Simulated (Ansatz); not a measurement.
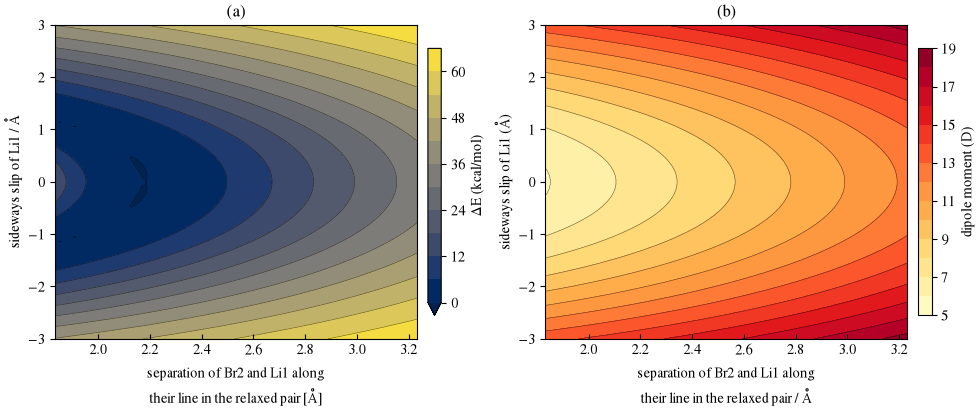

BrLi. 
- The first coordinate is: separation of Br2 and Li1 along their line in the relaxed pair; the second: sideways slip of Li1.
- Nothing is relaxed (both partners rigid).
- The scan uses a 13 × 13 grid; 91 points were computed and 78 follow by symmetry.
- Points are written as (first, second).
- Energies: kcal/mol, counted from the lowest grid point.
- The calculation used Ansatz 0.2.0, RKS wB97X-V/def2-TZVPD.

Panel (a) is the energy and panel (b) the computed dipole moment on the same grid.

In the figure: filled contours. Between grid points the surface is interpolated.

Q: How does the dipole moment vary over the map, and what is it at the lowest grid point?

A: Leaving out the highest fifth of the energies, it runs from 5.9 D at (1.832 Å, 0.0 Å) to 14.0 D at (1.945 Å, −3.0 Å). At the lowest grid point, (1.945 Å, −1.0 Å), it is 7.3 D.

```csv
"second ↓, first →",1.832,1.875,1.945,2.033,2.132,2.242,2.362,2.490,2.625,2.767,2.916,3.071,3.232
3.0,13.6,13.8,14.0,14.2,14.5,14.8,15.2,15.6,16.1,16.6,17.2,17.8,18.4
2.5,11.5,11.7,11.9,12.1,12.5,12.8,13.2,13.7,14.2,14.8,15.3,16.0,16.6
2.0,9.7,9.8,10.0,10.3,10.7,11.1,11.5,12.0,12.5,13.1,13.7,14.4,15.1
1.5,8.1,8.3,8.5,8.8,9.2,9.6,10.1,10.6,11.2,11.8,12.4,13.1,13.9
1.0,6.9,7.1,7.3,7.7,8.1,8.5,9.0,9.5,10.1,10.8,11.5,12.2,13.0
0.5,6.2,6.3,6.6,6.9,7.3,7.8,8.3,8.9,9.5,10.1,10.8,11.6,12.4
0.0,5.9,6.1,6.4,6.7,7.1,7.6,8.1,8.7,9.3,9.9,10.6,11.4,12.2
−0.5,6.2,6.3,6.6,6.9,7.3,7.8,8.3,8.9,9.5,10.1,10.8,11.6,12.4
−1.0,6.9,7.1,7.3,7.7,8.1,8.5,9.0,9.5,10.1,10.8,11.5,12.2,13.0
−1.5,8.1,8.3,8.5,8.8,9.2,9.6,10.1,10.6,11.2,11.8,12.4,13.1,13.9
−2.0,9.7,9.8,10.0,10.3,10.7,11.1,11.5,12.0,12.5,13.1,13.7,14.4,15.1
−2.5,11.5,11.7,11.9,12.1,12.5,12.8,13.2,13.7,14.2,14.8,15.3,16.0,16.6
−3.0,13.6,13.8,14.0,14.2,14.5,14.8,15.2,15.6,16.1,16.6,17.2,17.8,18.4
```
